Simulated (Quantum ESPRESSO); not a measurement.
# CaCo2As2: parallel and opposed starts

A self-consistent run ends on one state, which hangs on the start. Several orders of CaCo2As2 are started in Quantum ESPRESSO and their energies compared.

Calculated with Quantum ESPRESSO 7.5; LDA; plane waves with GBRV 1.5 LDA potentials, no spin-orbit coupling.

**1. The structure**

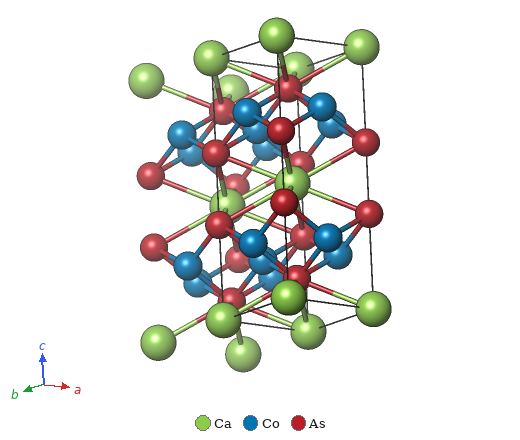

Start, viewed from a free direction; calcium green, cobalt blue, arsenic red. 1×2×1 cells are drawn. This picture shows the conventional cell, with its axes. Some periodic images of atoms are drawn too.

The cell comes from Materials Project 2023-11-01, a database of computed structures, and need not be the stable phase.

**2. Run 1 (ferro ++)**

The signs are those of the starting moments on the seeded atoms, the atoms that are given a moment.

ASE passes magmoms on as starting_magnetization. pw.x reads values of 1 or more as Bohr magnetons; where all are smaller, it reads them as fractions of the valence charge.

File pw.py:

```python
from ase import Atoms
from ase.calculators.espresso import Espresso, EspressoProfile

atoms = Atoms(['Ca', 'Co', 'Co', 'As', 'As'],
    cell=[[-2.00436141, 2.00436141, 5.0470084],
         [2.00436141, -2.00436141, 5.0470084],
         [2.00436141, 2.00436141, -5.0470084]],
    scaled_positions=[[0.0, 0.0, 0.0],
         [0.75, 0.25, 0.5],
         [0.25, 0.75, 0.5],
         [0.36348384, 0.36348384, 0.0],
         [0.63651616, 0.63651616, 0.0]],
    pbc=True,
    magmoms=[0.0, 2.0, 2.0, 0.0, 0.0])
input_data = {
    'control': {'calculation': 'scf', 'prefix': 'pwscf', 'outdir': './tmp', 'disk_io': 'nowf'},
    'system': {'ecutwfc': 40.0, 'ecutrho': 280.0, 'nbnd': 39, 'occupations': 'smearing', 'smearing': 'fd', 'degauss': 0.00367493, 'nspin': 2},
    'electrons': {'conv_thr': 1e-08, 'electron_maxstep': 150, 'mixing_beta': 0.3},
}
atoms.calc = Espresso(
    profile=EspressoProfile(command='mpirun -n 4 pw.x -nk 4', pseudo_dir='pseudo'),
    pseudopotentials={'Ca': 'ca_lda_v1.uspp.F.UPF', 'As': 'as_lda_v1.uspp.F.UPF', 'Co': 'co_lda_v1.2.uspp.F.UPF'},
    input_data=input_data,
    kpts=(10, 10, 10),
    koffset=(0, 0, 0))
atoms.get_potential_energy()
energy = atoms.calc.results['free_energy']
print(f'free energy: {energy:.6f} eV')
print('site moments (muB):', atoms.get_magnetic_moments().round(3))
```

File espresso.pwi:

```
&CONTROL
   calculation      = 'scf'
   outdir           = './tmp'
   prefix           = 'pwscf'
   disk_io          = 'nowf'
   pseudo_dir       = 'pseudo'
/
&SYSTEM
   nbnd             = 39
   ecutwfc          = 40.0
   ecutrho          = 280.0
   occupations      = 'smearing'
   degauss          = 0.00367493
   smearing         = 'fd'
   nspin            = 2
   starting_magnetization(1) = 0.0
   starting_magnetization(2) = 2.0
   starting_magnetization(3) = 0.0
   ntyp             = 3
   nat              = 5
   ibrav            = 0
/
&ELECTRONS
   electron_maxstep = 150
   conv_thr         = 1e-08
   mixing_beta      = 0.3
/
&IONS
/
&CELL
/
&FCP
/
&RISM
/
ATOMIC_SPECIES
Ca  40.078 ca_lda_v1.uspp.F.UPF
Co  58.933194 co_lda_v1.2.uspp.F.UPF
As  74.921595 as_lda_v1.uspp.F.UPF

K_POINTS automatic
10 10 10  0 0 0

CELL_PARAMETERS angstrom
-2.00436141000000 2.00436141000000 5.04700840000000
2.00436141000000 -2.00436141000000 5.04700840000000
2.00436141000000 2.00436141000000 -5.04700840000000

ATOMIC_POSITIONS angstrom
Ca  0.0000000000 0.0000000000 0.0000000000  
Co  -0.0000000000 2.0043614100 2.5235042000  
Co  2.0043614100 0.0000000000 2.5235042000  
As  0.0000000000 -0.0000000000 3.6690119875  
As  -0.0000000000 0.0000000000 6.4250048125
```

On the command line:

```sh
$ OMP_NUM_THREADS=1 python3 pw.py > pw.log
```

The program printed:

```text
free energy: -10223.915248 eV
site moments (muB): [0.01  0.632 0.632 0.003 0.003]

--- espresso.pwo ---
Program PWSCF v.7.5 starts

Warning: card &CELL ignored
Warning: card &FCP ignored
Warning: card &RISM ignored

     Message from routine setup:
     using ibrav=0 with symmetry is DISCOURAGED, use correct ibrav instead

     K-points division:     npool     =       4
     Subspace diagonalization in iterative solution of the eigenvalue problem:

     G-vector sticks info
     --------------------
     sticks:   dense  smooth     PW     G-vecs:    dense   smooth      PW
     Sum        2279    1295    463                43251    18675    3975

     Using Slab Decomposition

     bravais-lattice index     =            0
     lattice parameter (alat)  =      10.9388  a.u.
     unit-cell volume          =     547.3217 (a.u.)^3
     number of atoms/cell      =            5
     number of atomic types    =            3
     number of electrons       =        54.00
     number of Kohn-Sham states=           39
     kinetic-energy cutoff     =      40.0000  Ry
     charge density cutoff     =     280.0000  Ry
     scf convergence threshold =      1.0E-08
     mixing beta               =       0.3000
     number of iterations used =            8  plain     mixing
     Exchange-correlation= SLA  PZ   NOGX NOGC
                           (   1   1   0   0   0   0   0)

     celldm(1)=  10.938760  celldm(2)=   0.000000  celldm(3)=   0.000000
     celldm(4)=   0.000000  celldm(5)=   0.000000  celldm(6)=   0.000000

     crystal axes: (cart. coord. in units of alat)
               a(1) = (  -0.346264   0.346264   0.871896 )
               a(2) = (   0.346264  -0.346264   0.871896 )
               a(3) = (   0.346264   0.346264  -0.871896 )

     reciprocal axes: (cart. coord. in units 2 pi/alat)
               b(1) = ( -0.000000  1.443987  0.573463 )
               b(2) = (  1.443987 -0.000000  0.573463 )
               b(3) = (  1.443987  1.443987  0.000000 )

     PseudoPot. # 1 for Ca read from file:
     ca_lda_v1.uspp.F.UPF
     Pseudo is Ultrasoft + core correction, Zval = 10.0
     Generated by new atomic code, or converted to UPF format
     Using radial grid of  845 points,  6 beta functions with:
                l(1) =   0
                l(2) =   0
                l(3) =   1
                l(4) =   1
                l(5) =   2
                l(6) =   2
     Q(r) pseudized with  8 coefficients,  rinner =    1.500   1.500   1.500
                                                       1.500   1.500

     PseudoPot. # 2 for Co read from file:
     co_lda_v1.2.uspp.F.UPF
     Pseudo is Ultrasoft + core correction, Zval = 17.0
     Generated by new atomic code, or converted to UPF format
     Using radial grid of  863 points,  6 beta functions with:
                l(1) =   0
                l(2) =   0
                l(3) =   1
                l(4) =   1
                l(5) =   2
                l(6) =   2
     Q(r) pseudized with  8 coefficients,  rinner =    1.200   1.200   1.200
                                                       1.200   1.200

     PseudoPot. # 3 for As read from file:
     as_lda_v1.uspp.F.UPF
     Pseudo is Ultrasoft + core correction, Zval =  5.0
     Generated by new atomic code, or converted to UPF format
     Using radial grid of  875 points,  6 beta functions with:
                l(1) =   0
                l(2) =   0
                l(3) =   1
                l(4) =   1
                l(5) =   2
                l(6) =   2
     Q(r) pseudized with  8 coefficients,  rinner =    1.300   1.300   1.300
                                                       1.300   1.300

     atomic species   valence    mass     pseudopotential
     Ca               10.00    40.07800     Ca( 1.00)
     Co               17.00    58.93319     Co( 1.00)
     As                5.00    74.92159     As( 1.00)

     Starting magnetic structure
     atomic species   magnetization
     Ca              0.000
     Co              0.118
     As              0.000

     16 Sym. Ops., with inversion, found

   Cartesian axes

     site n.     atom                  positions (alat units)
         1        Ca     tau(   1) = (   0.0000000   0.0000000   0.0000000  )
         2        Co     tau(   2) = (  -0.0000000   0.3462636   0.4359481  )
         3        Co     tau(   3) = (   0.3462636   0.0000000   0.4359481  )
         4        As     tau(   4) = (   0.0000000  -0.0000000   0.6338404  )
         5        As     tau(   5) = (  -0.0000000   0.0000000   1.1099521  )

     number of k points=   102  Fermi-Dirac smearing, width (Ry)=  0.0037

     Number of k-points >= 100: set verbosity='high' to print them.

     Dense  grid:    43251 G-vectors     FFT dimensions: (  60,  60,  60)

     Smooth grid:    18675 G-vectors     FFT dimensions: (  45,  45,  45)

     Check: negative core charge=   -0.000014
     Generating pointlists ...
     new r_m :   0.2246 (alat units)  2.4569 (a.u.) for type    1
     new r_m :   0.1645 (alat units)  1.7996 (a.u.) for type    2
     new r_m :   0.1645 (alat units)  1.7996 (a.u.) for type    3

     Initial potential from superposition of free atoms

     starting charge      51.9948, renormalised to      54.0000
     Starting wfcs are   44 randomized atomic wfcs

     Self-consistent Calculation

     iteration #  1     ecut=    40.00 Ry     beta= 0.30
     Davidson diagonalization with overlap
     ethr =  1.00E-02,  avg # of iterations =  3.8

     total energy              =    -743.86970025 Ry
     estimated scf accuracy    <      20.12589878 Ry

     total magnetization       =     2.23 Bohr mag/cell
     absolute magnetization    =     2.70 Bohr mag/cell

     iteration #  2     ecut=    40.00 Ry     beta= 0.30
     Davidson diagonalization with overlap
     ethr =  1.00E-02,  avg # of iterations =  3.0

     total energy              =    -750.35212007 Ry
     estimated scf accuracy    <      26.87889060 Ry

     total magnetization       =     0.15 Bohr mag/cell
     absolute magnetization    =     0.25 Bohr mag/cell

     iteration #  3     ecut=    40.00 Ry     beta= 0.30
     Davidson diagonalization with overlap
     ethr =  1.00E-02,  avg # of iterations =  2.0

     total energy              =    -750.99441049 Ry
     estimated scf accuracy    <       3.27334874 Ry

     total magnetization       =     0.82 Bohr mag/cell
     absolute magnetization    =     0.96 Bohr mag/cell

     [... further iterations left out ...]

     iteration # 15     ecut=    40.00 Ry     beta= 0.30
     Davidson diagonalization with overlap
     ethr =  1.75E-08,  avg # of iterations =  1.8

     total energy              =    -751.44397590 Ry
     estimated scf accuracy    <       0.00000199 Ry

     total magnetization       =     1.30 Bohr mag/cell
     absolute magnetization    =     1.39 Bohr mag/cell

     iteration # 16     ecut=    40.00 Ry     beta= 0.30
     Davidson diagonalization with overlap
     ethr =  3.69E-09,  avg # of iterations =  4.2

     total energy              =    -751.44397637 Ry
     estimated scf accuracy    <       0.00000019 Ry

     total magnetization       =     1.30 Bohr mag/cell
     absolute magnetization    =     1.39 Bohr mag/cell

     iteration # 17     ecut=    40.00 Ry     beta= 0.30
     Davidson diagonalization with overlap
     ethr =  3.45E-10,  avg # of iterations =  3.5

     total energy              =    -751.44397642 Ry
     estimated scf accuracy    <       0.00000001 Ry

     total magnetization       =     1.30 Bohr mag/cell
     absolute magnetization    =     1.39 Bohr mag/cell

     iteration # 18     ecut=    40.00 Ry     beta= 0.30
     Davidson diagonalization with overlap
     ethr =  2.56E-11,  avg # of iterations =  3.0

     Magnetic moment per site  (integrated on atomic sphere of radius R)
     atom   1 (R=0.225)  charge=  8.5833  magn=  0.0098
     atom   2 (R=0.165)  charge= 15.2984  magn=  0.6318
     atom   3 (R=0.165)  charge= 15.2984  magn=  0.6318
     atom   4 (R=0.165)  charge=  2.4031  magn=  0.0027
     atom   5 (R=0.165)  charge=  2.4031  magn=  0.0027

     End of self-consistent calculation

     Number of k-points >= 100: set verbosity='high' to print the bands.

     the Fermi energy is    11.8571 ev

!    total energy              =    -751.44397642 Ry
     estimated scf accuracy    <          7.6E-10 Ry
     smearing contrib. (-TS)   =      -0.00182609 Ry
     internal energy E=F+TS    =    -751.44215033 Ry

     The total energy is F=E-TS. E is the sum of the following terms:
     one-electron contribution =    -528.68572536 Ry
     hartree contribution      =     288.55508015 Ry
     xc contribution           =    -138.88874085 Ry
     ewald contribution        =    -372.42276428 Ry

     total magnetization       =     1.30 Bohr mag/cell
     absolute magnetization    =     1.39 Bohr mag/cell

     convergence has been achieved in  18 iterations

=------------------------------------------------------------------------------=
   JOB DONE.
=------------------------------------------------------------------------------=
```

It took 2 min on 4 MPI ranks of Intel Xeon 6975P-C (Granite Rapids), shared host; peak memory 0.86 GiB.

Spin moment in the atom's sphere by atom:

```csv
atom,spin moment in the atom's sphere (μB)
Ca1,0.010
Co2,0.632
Co3,0.632
As4,0.003
As5,0.003
```

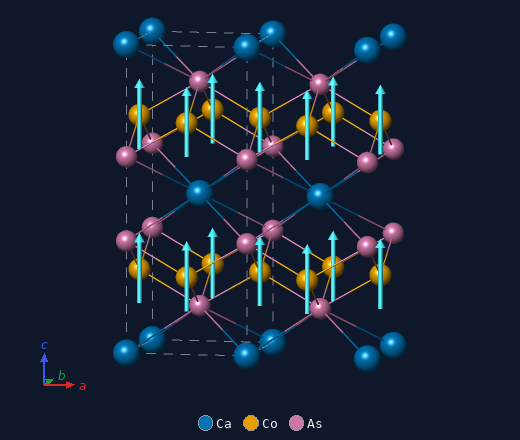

Spin moment in the atom's sphere as arrows, the longest 0.632 μB. Up and down stand for the sign. Arrows give size and sign along the axis of quantisation, drawn up and down the page. 2×1×1 conventional cells are drawn. Some periodic images of atoms are drawn too.

Numbers from this step:

```yaml
smearing_term_ts: 0.02485 eV
magnetization: 1.299 μB
absolute_magnetization: 1.393 μB
final_state: ferromagnetic
```

(Part 1 of 2 ends here.)

[Logs and program files are shortened in this print: banners, set-up blocks, solver, clock and traceback lines can be left out without a mark of their own.]

[Logs are printed without paths, hosts, clocks, repeated set-up lines and the standing remarks that a program may print on its own settings, such as how far it seeks lower states.]

[Hosts, paths, dates, database ids (printed as entryN), source tags and the programs' standing remarks are cut or masked in the printed files.]

[Where a cell is said to come from a database of computed structures, the database is the Materials Project.]
